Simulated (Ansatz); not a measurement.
# GeClF: an energy map over bond length F1–Ge2 and angle F1–Ge2–Cl3

Aim: map the energy of ClFGe, SMILES [F][Ge][Cl] over two coordinates, and find its wells, ridges and stiffness.

Program: Ansatz 0.2.0. Level of theory: RKS PBE0-D4/def2-TZVP. These are calculated values, not measurements.

## (1) The system as given

SMILES `[F][Ge][Cl]`, 3 atoms, charge 0, spin multiplicity 1.

Atoms are counted from 1 here; the program's logs count them from 0.

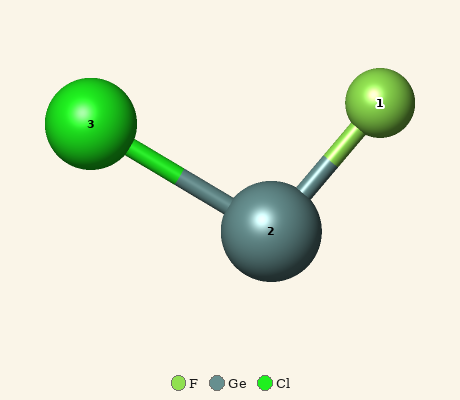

As it starts; colours as in the key; atoms are numbered from 1 in the order of the file.

Coordinates:

```
atom     x (Å)     y (Å)     z (Å)
  F1   0.10622   1.45138   0.20727
 Ge2  -0.76579   0.03751  -0.41174
 Cl3   0.64867  -1.55369   0.19127
```

## (2) The minimum at this level

File input.yaml:

```yaml
crystal:
  periodic: [false, false, false]
  atoms:
    - { symbol: F, position_ang: [0.106216, 1.451379, 0.207271] }
    - { symbol: Ge, position_ang: [-0.765788, 0.03751, -0.411742] }
    - { symbol: Cl, position_ang: [0.648672, -1.553689, 0.191271] }
basis:
  gaussian: { orbitals: def2-TZVP }
hamiltonian:
  xc: pbe0
  dispersion: d4
output:
  forces: true
relax:
  f_tol: 0.003
  max_steps: 120
```

Run with:

```console
ansatz run input.yaml --threads 1 --pin off --max-ram 2048MiB --backend cpu --events-out ev --progress --plain --runs-dir out
```

The program printed:

```text
Warning: RAYON_NUM_THREADS=1 ignored (pool sized by the plan → 1); use --threads N
The last accepted step is kept in <dir> (removed where the run ends without a failure and the disk answers)
Engine: ansatz 0.2.0, x86_64-unknown-linux-gnu
Functional definition: PBE0
  parameter a = 0.25
  parameter kappa = 0.804
  parameter beta = 0.06672455060314922
  exchange = (1 - a)*pbe_x(kappa = kappa, mu = beta*pi^2/3) + a*exact_x
  correlation = pbe_c(beta = beta)
825 factors; their error is unknown
mean field evaluation 1: about -71744.6648 eV, gradient 4.1e1 eV
mean field evaluation 2: about -71733.0273 eV, gradient 9.6e1 eV
mean field evaluation 4: about -71747.3638 eV, gradient 4.5e0 eV
mean field evaluation 8: about -71747.7258 eV, gradient 1.4e-1 eV
mean field evaluation 16: about -71747.7258 eV, gradient 6.4e-5 eV
mean field -71747.72577567 eV, -2636.6802899008 hartree, gradient 6.4e-5 eV, S^2 0.000000; 0 other end points of the search recorded, 0 dependent functions left out
the calculation of the forces begins
reference -71747.72579549 eV, -2636.6802906292 hartree; 29, 29 occupied and 87, 87 virtual orbitals, 825 factors
relax step   1: F+E_penalty+E_count = -71747.77932856 eV  Δ(F+E_penalty+E_count) = +0.000e0 eV  max|allowed force component| = 5.436e-1 eV/Å  Δτ_max = 0.0000 Å  (27 SCF iters, accepted)
these checks for a lower state are left out or cut short: starts, cluster_reference, orbital_swaps, neighbouring_geometries, increment
825 factors; their error is unknown
mean field -71747.73867916 eV, -2636.6807640951 hartree, gradient 2.4e-5 eV, S^2 0.000000; 0 other end points of the search recorded, 0 dependent functions left out
the calculation of the forces begins
reference -71747.73869901 eV, -2636.6807648245 hartree; 29, 29 occupied and 87, 87 virtual orbitals, 825 factors
relax step   2: F+E_penalty+E_count = -71747.79257872 eV  Δ(F+E_penalty+E_count) = -1.325e-2 eV  max|allowed force component| = 3.120e-1 eV/Å  Δτ_max = 0.0427 Å  (29 SCF iters, accepted)
these checks for a lower state are left out or cut short: starts, cluster_reference, orbital_swaps, neighbouring_geometries, increment
825 factors; their error is unknown
mean field evaluation 32: about -71747.7415 eV, gradient 2.3e-5 eV
mean field -71747.74151105 eV, -2636.6808681651 hartree, gradient 2.3e-5 eV, S^2 0.000000; 0 other end points of the search recorded, 0 dependent functions left out
the calculation of the forces begins
reference -71747.74153086 eV, -2636.6808688933 hartree; 29, 29 occupied and 87, 87 virtual orbitals, 825 factors
relax step   3: F+E_penalty+E_count = -71747.79539618 eV  Δ(F+E_penalty+E_count) = -2.817e-3 eV  max|allowed force component| = 1.283e-1 eV/Å  Δτ_max = 0.0092 Å  (30 SCF iters, accepted)
these checks for a lower state are left out or cut short: starts, cluster_reference, orbital_swaps, neighbouring_geometries, increment
825 factors; their error is unknown
mean field -71747.74228730 eV, -2636.6808966917 hartree, gradient 2.4e-5 eV, S^2 0.000000; 0 other end points of the search recorded, 0 dependent functions left out
the calculation of the forces begins
reference -71747.74230709 eV, -2636.6808974192 hartree; 29, 29 occupied and 87, 87 virtual orbitals, 825 factors
relax step   4: F+E_penalty+E_count = -71747.79614827 eV  Δ(F+E_penalty+E_count) = -7.521e-4 eV  max|allowed force component| = 6.629e-2 eV/Å  Δτ_max = 0.0064 Å  (29 SCF iters, accepted)
these checks for a lower state are left out or cut short: starts, cluster_reference, orbital_swaps, neighbouring_geometries, increment
825 factors; their error is unknown
mean field -71747.74239266 eV, -2636.6809005636 hartree, gradient 2.2e-5 eV, S^2 0.000000; 0 other end points of the search recorded, 0 dependent functions left out
the calculation of the forces begins
reference -71747.74241246 eV, -2636.6809012913 hartree; 29, 29 occupied and 87, 87 virtual orbitals, 825 factors
relax step   5: F+E_penalty+E_count = -71747.79625113 eV  Δ(F+E_penalty+E_count) = -1.029e-4 eV  max|allowed force component| = 9.300e-3 eV/Å  Δτ_max = 0.0014 Å  (31 SCF iters, accepted)
these checks for a lower state are left out or cut short: starts, cluster_reference, orbital_swaps, neighbouring_geometries, increment
825 factors; their error is unknown
mean field -71747.74239488 eV, -2636.6809006453 hartree, gradient 2.7e-5 eV, S^2 0.000000; 0 other end points of the search recorded, 0 dependent functions left out
the calculation of the forces begins
reference -71747.74241468 eV, -2636.6809013730 hartree; 29, 29 occupied and 87, 87 virtual orbitals, 825 factors
relax step   6: F+E_penalty+E_count = -71747.79625336 eV  Δ(F+E_penalty+E_count) = -2.228e-6 eV  max|allowed force component| = 1.390e-4 eV/Å  Δτ_max = 0.0003 Å  (19 SCF iters, accepted)
825 factors; their error is unknown
mean field evaluation 64: about -71747.7424 eV, gradient 1.6e-2 eV
mean field -71747.74239488 eV, -2636.6809006453 hartree, gradient 2.7e-5 eV, S^2 0.000000; 1 other end points of the search recorded, 0 dependent functions left out
the calculation of the forces begins
reference -71747.74241468 eV, -2636.6809013730 hartree; 29, 29 occupied and 87, 87 virtual orbitals, 825 factors
Total energy: -71747.79627316 eV, -2636.6828806357 hartree
Atom 0 at     0.110373     1.418718     0.206154 Å, force     0.000069     0.000020     0.000040 eV/Å
Atom 1 at    -0.762828     0.035595    -0.410334 Å, force    -0.000139     0.000001    -0.000075 eV/Å
Atom 2 at     0.641555    -1.519113     0.190980 Å, force     0.000070    -0.000021     0.000036 eV/Å
Dipole moment:    -0.409142    -0.039505    -0.226025 e Å
```

It took 37 s on 1 thread of Intel Xeon Platinum 8259CL at 2.50GHz (Skylake/Cascade Lake), shared host; peak memory 0.24 GiB.

Along the way:

```
step  energy from step 1 (eV)  largest force component (eV/Å)
   1                   0.0000                          0.5436
   2                  -0.0133                          0.3120
   3                  -0.0161                          0.1283
   4                  -0.0168                          0.0663
   5                  -0.0169                          0.0093
   6                  -0.0169                          0.0001
```

Close pairs (by a distance rule), those that changed most:

```
   bond  before (Å)  after (Å)  change (Å)
Ge2–Cl3       2.213      2.180      -0.033
 F1–Ge2       1.773      1.748      -0.025
```

## (3) The grid

The axes are (1) bond length F1–Ge2: 9 values from 1.433 to 2.622 Å; (2) angle F1–Ge2–Cl3: 9 values from 73.4 to 123.4 °.

Nothing else is relaxed (all other coordinates rigid). Energies count from the relaxed molecule at the same level.

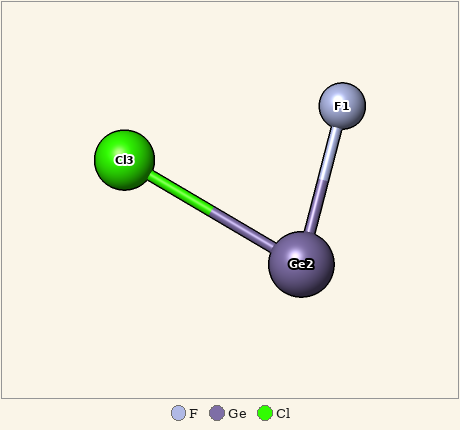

The geometry at bond length F1–Ge2 = 1.731 Å, angle F1–Ge2–Cl3 = 73.4°.

Of the runs on the grid, 3 are shown in the steps below; the others differ only in the two coordinates.

## (4) Grid point bond length F1–Ge2 = 1.731 Å, angle F1–Ge2–Cl3 = 73.4°

File input.yaml:

```yaml
crystal:
  periodic: [false, false, false]
  atoms:
    - { symbol: F, position_ang: [0.558728, 0.849287, 0.39058] }
    - { symbol: Ge, position_ang: [-0.754327, 0.049061, -0.404332] }
    - { symbol: Cl, position_ang: [0.650057, -1.505647, 0.196982] }
basis:
  gaussian: { orbitals: def2-TZVP }
hamiltonian:
  xc: pbe0
  dispersion: d4
output:
  forces: true
```

Run with:

```console
ansatz run input.yaml --threads 1 --pin off --max-ram 2048MiB --backend cpu --events-out ev --progress --plain --runs-dir out
```

The program printed:

```text
Warning: RAYON_NUM_THREADS=1 ignored (pool sized by the plan → 1); use --threads N
[... 7 set-up lines as earlier in the session ...]
825 factors; their error is unknown
mean field evaluation 1: about -71743.5003 eV, gradient 4.3e1 eV
mean field evaluation 2: about -71730.3481 eV, gradient 1.0e2 eV
mean field evaluation 4: about -71746.5312 eV, gradient 5.1e0 eV
mean field evaluation 8: about -71746.9041 eV, gradient 1.4e-1 eV
mean field evaluation 16: about -71746.9041 eV, gradient 1.0e-5 eV
mean field -71746.90407231 eV, -2636.6500928590 hartree, gradient 1.0e-5 eV, S^2 0.000000; 0 other end points of the search recorded, 0 dependent functions left out
the calculation of the forces begins
reference -71746.90409198 eV, -2636.6500935819 hartree; 29, 29 occupied and 87, 87 virtual orbitals, 825 factors
Total energy: -71746.95924562 eV, -2636.6521204409 hartree
Atom 0 at     0.558728     0.849287     0.390580 Å, force    -0.224295     3.224970     0.211297 eV/Å
Atom 1 at    -0.754327     0.049061    -0.404332 Å, force     0.864004    -0.790102     0.387119 eV/Å
Atom 2 at     0.650057    -1.505647     0.196982 Å, force    -0.639709    -2.434868    -0.598416 eV/Å
Dipole moment:    -0.590253     0.194371    -0.300125 e Å
```

Run time: 5.1 s. Hardware: 1 thread of Intel Xeon Platinum 8259CL at 2.50GHz (Skylake/Cascade Lake), shared host; peak memory 0.24 GiB.

Energy on the map's scale: 0.84 eV.

## (5) Point bond length F1–Ge2 = 1.731 Å, angle F1–Ge2–Cl3 = 98.4°

input.yaml, as its differences from that of step 4:

```diff
@@ -3,3 +3,3 @@
   atoms:
-    - { symbol: F, position_ang: [0.558728, 0.849287, 0.39058] }
+    - { symbol: F, position_ang: [0.109291, 1.419621, 0.20566] }
     - { symbol: Ge, position_ang: [-0.754327, 0.049061, -0.404332] }
```

Run with:

```console
ansatz run input.yaml --threads 1 --pin off --max-ram 2048MiB --backend cpu --events-out ev --progress --plain --runs-dir out
```

The program printed:

```text
Warning: RAYON_NUM_THREADS=1 ignored (pool sized by the plan → 1); use --threads N
[... 7 set-up lines as earlier in the session ...]
825 factors; their error is unknown
mean field evaluation 1: about -71744.8617 eV, gradient 4.0e1 eV
mean field evaluation 2: about -71735.7688 eV, gradient 8.8e1 eV
mean field evaluation 4: about -71747.3892 eV, gradient 3.7e0 eV
mean field evaluation 8: about -71747.7385 eV, gradient 1.4e-1 eV
mean field evaluation 16: about -71747.7386 eV, gradient 6.8e-5 eV
mean field -71747.73856588 eV, -2636.6807599320 hartree, gradient 6.8e-5 eV, S^2 0.000000; 0 other end points of the search recorded, 0 dependent functions left out
the calculation of the forces begins
reference -71747.73858570 eV, -2636.6807606605 hartree; 29, 29 occupied and 87, 87 virtual orbitals, 825 factors
Total energy: -71747.79249734 eV, -2636.6827418768 hartree
Atom 0 at     0.109291     1.419621     0.205660 Å, force     0.225150     0.356280     0.158922 eV/Å
Atom 1 at    -0.754327     0.049061    -0.404332 Å, force    -0.242603    -0.337594    -0.166460 eV/Å
Atom 2 at     0.650057    -1.505647     0.196982 Å, force     0.017453    -0.018686     0.007539 eV/Å
Dipole moment:    -0.400701    -0.020189    -0.219452 e Å
```

Run time: 4.7 s. Hardware: 1 thread of Intel Xeon Platinum 8259CL at 2.50GHz (Skylake/Cascade Lake), shared host; peak memory 0.24 GiB.

Energy on the map's scale: 0.0038 eV.

## (6) Grid point bond length F1–Ge2 = 2.325 Å, angle F1–Ge2–Cl3 = 79.6°

File input.yaml:

```yaml
crystal:
  periodic: [false, false, false]
  atoms:
    - { symbol: F, position_ang: [0.590229, 0.869093, 0.409713] }
    - { symbol: Ge, position_ang: [-1.051052, -0.420943, -0.613823] }
    - { symbol: Cl, position_ang: [0.353331, -1.975651, -0.012509] }
basis:
  gaussian: { orbitals: def2-TZVP }
hamiltonian:
  xc: pbe0
  dispersion: d4
output:
  forces: true
```

Run with:

```console
ansatz run input.yaml --threads 1 --pin off --max-ram 2048MiB --backend cpu --events-out ev --progress --plain --runs-dir out
```

The program printed:

```text
Warning: RAYON_NUM_THREADS=1 ignored (pool sized by the plan → 1); use --threads N
[... 7 set-up lines as earlier in the session ...]
825 factors; their error is unknown
mean field evaluation 1: about -71740.4715 eV, gradient 5.1e1 eV
mean field evaluation 2: about -71492.5461 eV, gradient 2.4e2 eV
mean field evaluation 4: about -71744.6779 eV, gradient 2.0e1 eV
mean field evaluation 8: about -71745.4966 eV, gradient 1.4e-1 eV
mean field evaluation 16: about -71745.8242 eV, gradient 3.3e-4 eV
mean field -71745.82416025 eV, -2636.6104068230 hartree, gradient 4.1e-5 eV, S^2 0.000000; 0 other end points of the search recorded, 0 dependent functions left out
the calculation of the forces begins
reference -71745.82417983 eV, -2636.6104075425 hartree; 29, 29 occupied and 87, 87 virtual orbitals, 825 factors
Total energy: -71745.87990620 eV, -2636.6124554490 hartree
Atom 0 at     0.590229     0.869093     0.409713 Å, force    -2.776989    -1.427234    -1.653787 eV/Å
Atom 1 at    -1.051052    -0.420943    -0.613823 Å, force     3.643308     1.351080     2.115875 eV/Å
Atom 2 at     0.353331    -1.975651    -0.012509 Å, force    -0.866319     0.076154    -0.462088 eV/Å
Dipole moment:    -0.919409    -0.396769    -0.539716 e Å
```

Wall time 4.6 s (1 thread of Intel Xeon Platinum 8259CL at 2.50GHz (Skylake/Cascade Lake), shared host); peak memory 0.23 GiB.

Energy on the map's scale: 1.92 eV.

## (7) Energy over the grid

81 points were computed. Energies in eV, from the relaxed molecule at the same level:

```csv
"angle F1–Ge2–Cl3 (°) ↓, bond length F1–Ge2 (Å) →",1.433,1.582,1.731,1.879,2.028,2.176,2.325,2.473,2.622
123.4,2.85,0.92,0.41,0.53,0.92,1.42,1.93,2.43,2.89
117.1,2.65,0.74,0.24,0.39,0.80,1.31,1.84,2.35,2.83
110.9,2.50,0.60,0.12,0.27,0.71,1.23,1.78,2.30,2.78
104.6,2.41,0.51,0.03,0.20,0.64,1.18,1.73,2.26,2.75
98.4,2.38,0.48,0.00,0.17,0.62,1.16,1.72,2.25,2.74
92.1,2.45,0.53,0.04,0.20,0.64,1.18,1.74,2.27,2.76
85.9,2.62,0.68,0.16,0.30,0.73,1.25,1.80,2.32,2.80
79.6,2.96,0.97,0.41,0.51,0.90,1.39,1.92,2.42,2.89
73.4,3.52,1.46,0.84,0.87,1.20,1.64,2.12,2.58,3.02
```

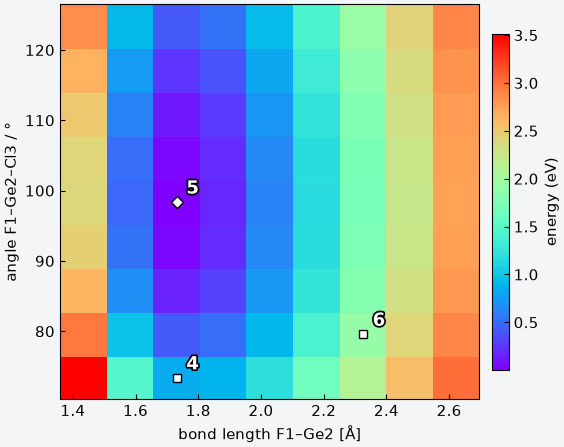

The map; numbers mark the steps of this session that print a point's run. In the figure: one coloured cell a grid point.

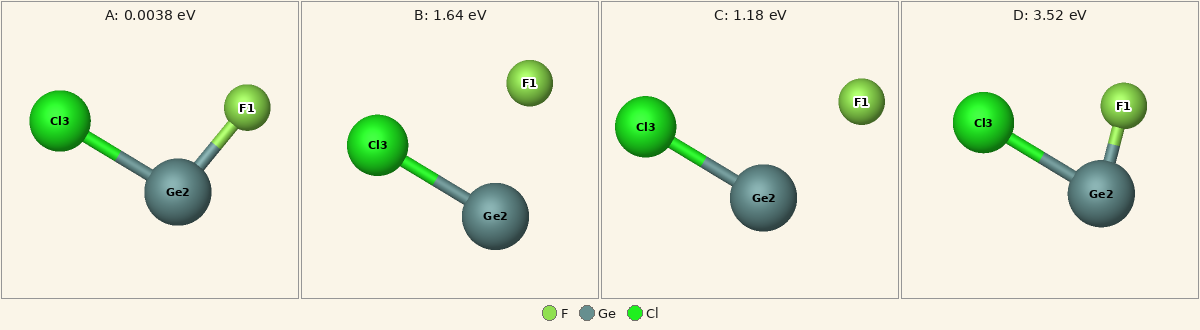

Structures on the grid, at one scale: A at bond length F1–Ge2 = 1.731 Å, angle F1–Ge2–Cl3 = 98.4°; B at bond length F1–Ge2 = 2.176 Å, angle F1–Ge2–Cl3 = 73.4°; C at bond length F1–Ge2 = 2.176 Å, angle F1–Ge2–Cl3 = 104.6°; D at bond length F1–Ge2 = 1.433 Å, angle F1–Ge2–Cl3 = 73.4°.

On the same grid, largest force on an atom (eV/Å):

| angle F1–Ge2–Cl3 (°) ↓, bond length F1–Ge2 (Å) → | 1.433 | 1.582 | 1.731 | 1.879 | 2.028 | 2.176 | 2.325 | 2.473 | 2.622 |
| --- | --- | --- | --- | --- | --- | --- | --- | --- | --- |
| 123.4 | 21.1 | 7.6 | 2.1 | 2.1 | 3.2 | 3.5 | 3.5 | 3.3 | 3.0 |
| 117.1 | 21.0 | 7.4 | 1.6 | 2.2 | 3.3 | 3.6 | 3.6 | 3.3 | 3.0 |
| 110.9 | 20.9 | 7.2 | 1.2 | 2.3 | 3.4 | 3.7 | 3.6 | 3.4 | 3.1 |
| 104.6 | 20.6 | 7.0 | 0.8 | 2.3 | 3.4 | 3.7 | 3.7 | 3.4 | 3.1 |
| 98.4 | 20.6 | 6.8 | 0.5 | 2.3 | 3.5 | 3.8 | 3.7 | 3.5 | 3.2 |
| 92.1 | 20.7 | 6.9 | 0.7 | 2.6 | 3.7 | 4.0 | 3.9 | 3.7 | 3.4 |
| 85.9 | 20.9 | 7.1 | 1.2 | 2.9 | 4.0 | 4.3 | 4.2 | 3.9 | 3.6 |
| 79.6 | 21.3 | 7.7 | 2.0 | 3.2 | 4.2 | 4.5 | 4.4 | 4.2 | 3.9 |
| 73.4 | 22.0 | 8.6 | 3.2 | 3.4 | 4.4 | 4.7 | 4.6 | 4.4 | 4.1 |

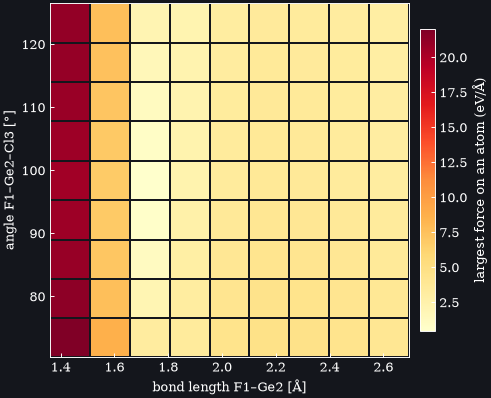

The largest force on an atom over the grid. In the figure: one coloured cell a grid point.

## (8) What came out

| quantity | value |
| --- | --- |
| lowest point | bond length F1–Ge2 = 1.731 Å, angle F1–Ge2–Cl3 = 98.4°, 0.0038 eV |
| highest computed point | bond length F1–Ge2 = 1.433 Å, angle F1–Ge2–Cl3 = 73.4°, 3.51 eV above the lowest |
| largest force on an atom (eV/Å) | 0.5 at bond length F1–Ge2 = 1.731 Å, angle F1–Ge2–Cl3 = 98.4° to 22.0 at bond length F1–Ge2 = 1.433 Å, angle F1–Ge2–Cl3 = 73.4°; 0.5 at the lowest point |
| time for the whole task | 7.3 min on 1 thread, shared host |

In words: The lowest computed point is at bond length F1–Ge2 = 1.731 Å, angle F1–Ge2–Cl3 = 98.4°, 0.0038 eV from the relaxed molecule at the same level. The grid is coarse, so the lowest point of the scanned range may lie between grid points; coordinates that were held can hide deeper minima. The grid shows no other well, apart from its symmetry copies. The highest computed point, bond length F1–Ge2 = 1.433 Å, angle F1–Ge2–Cl3 = 73.4°, lies 3.51 eV above the lowest. Round the minimum the two coordinates are nearly uncoupled.
